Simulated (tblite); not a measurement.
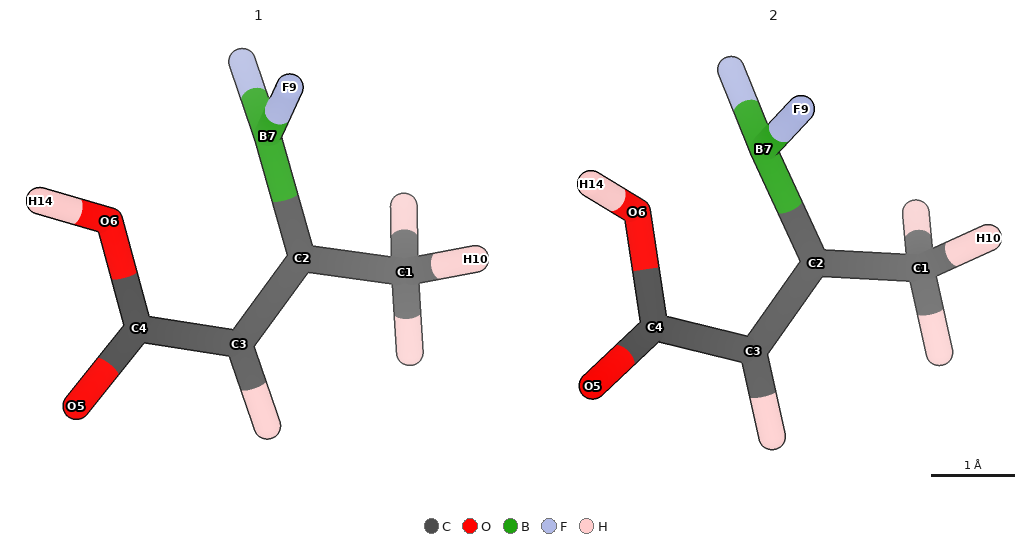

Two geometries of C4H5BF2O2, drawn at one scale. One is the start of a relaxation, the other its converged end. Style: stick. Shown at a tilt.

Theory: GFN2-xTB geometry optimisation, gas phase in tblite 0.8.0. 

### Which one is relaxed?

Structure 2 is the relaxed one. The atom that moves furthest after the best rigid fit is an H atom (0.53 Å). By element the largest moves are H 0.53 Å, F 0.52 Å, O 0.46 Å, B 0.32 Å, C 0.11 Å. Among the contacts that change: B–O 2.413 → 1.769 Å, B–F 1.452 → 1.341 Å, B–F 1.434 → 1.349 Å, C–O 1.252 → 1.194 Å. Bond angles that change, for instance: C–C–O 117.2° → 108.1°, C–C–B 121.0° → 112.0°, C–O–H 123.5° → 114.5°. Groups turn about C–O by about 20°. Over 82 geometry steps the energy falls by 25.6 kcal/mol. Cost: 1.8 s on 1 thread of Intel(R) Xeon(R) Processor @ 2.50GHz, on a shared host.
